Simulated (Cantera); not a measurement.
A closed system holds: 1 mol CsCl, 4.2 mol H₂, equilibrated at 10.0 Pa.

Method: chemical equilibrium by Gibbs-energy minimisation in Cantera with the NASA 1993 tables (ideal gas, pure condensed phases). Candidate condensed phases: Cs, CsCl; 9 gas species. Rates play no part.

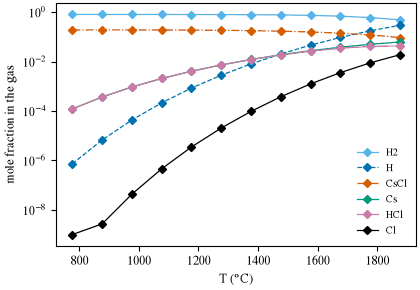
Equilibrium gas composition (values under 1e-9 drawn at 1e-9)

### Question
Read off the mole fractions at 1377 °C.

### Answer
H₂ about 0.79, CsCl about 0.18, Cs about 0.012, HCl about 0.012, H about 0.0081, Cl about 9.7e-5.
